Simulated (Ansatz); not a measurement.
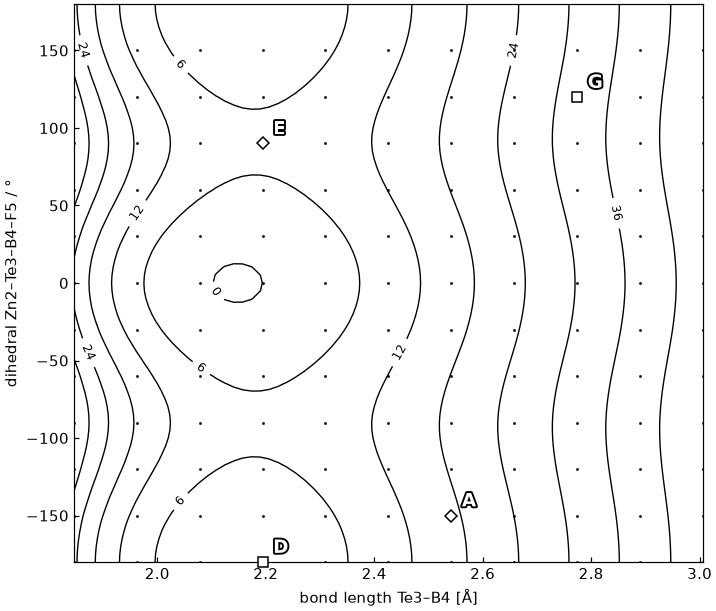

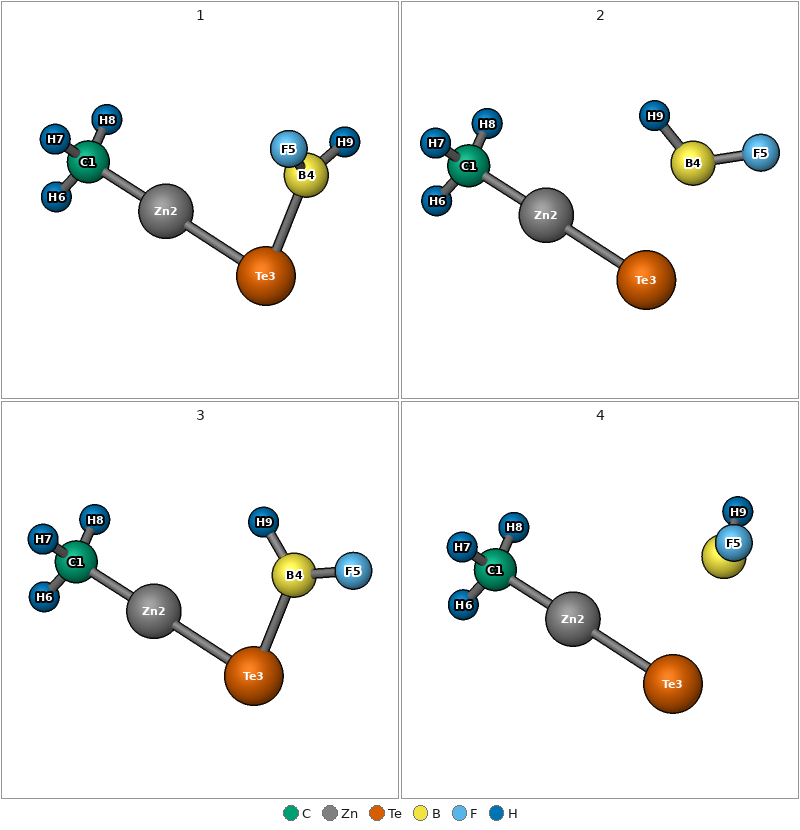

CH4BFTeZn, SMILES [CH3][Zn][Te]BF. First axis: bond length Te3–B4. Second axis: dihedral Zn2–Te3–B4–F5. Nothing is relaxed (all other coordinates rigid). Grid: 11 × 12 points. Points are written as (first, second). All energies are given in kcal/mol relative to the lowest grid point. Level of theory: RKS PBE0-D4/def2-SVP (Ansatz).

Drawn: contour lines labelled in kcal/mol, dots at the grid points, lettered points. Between grid points the surface is interpolated. The numbered pictures are the structures at these points, in random order.

Q: Which structure belongs to which point?

A: A is structure 2: (2.542 Å, −150°), 16.9 kcal/mol; D is structure 3: (2.194 Å, −180°), 1.2 kcal/mol; E is structure 1: (2.194 Å, 90°), 6.9 kcal/mol; G is structure 4: (2.774 Å, 120°), 32.4 kcal/mol.
